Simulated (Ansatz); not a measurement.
Partial pair distribution functions of a relaxed model of amorphous Si$_{18}$Na$_{6}$Ca$_{3}$O$_{42}$, broadened by 0.06 Å; density 2.34 g/cm³. Level of theory: PBE, scalar-relativistic without spin-orbit coupling (plane waves to 420 eV, PAW; Ansatz, a first-principles code).

Preparation: random packing, a CHGNet melt and quench, and a DFT relaxation. O atoms were pushed apart under 1.9 Å during the dynamics, to hinder bonds among them. The hot cell started wider than the set density and was brought back towards it in steps. It is the lowest in DFT energy of 2 quenches. It is a model cell: composition and starting density were chosen by hand, and all elements were melted together. No dispersion term was used. Its density started from a set value of 2.41 and ended at 2.34 g/cm³. Cooling (nominally 260 K/ps over its main leg) ran many orders faster than in experiment, which tends to leave more defects and strain. A cell of this size samples the disorder only roughly. Volume and shape were free in the relaxation.

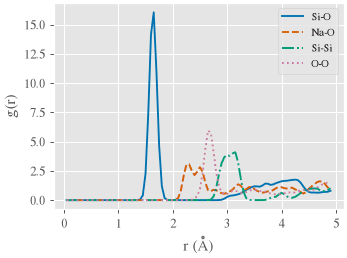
*Partial pair distribution functions*

Highest peaks under 4.5 Å: Si-O near 1.65 Å, Na-O near 2.30 Å, Si-Si near 3.15 Å, O-O near 2.65 Å; pairs of few atoms are noisy.

Within 1.92 Å each Si has 4.00 O neighbours on average.
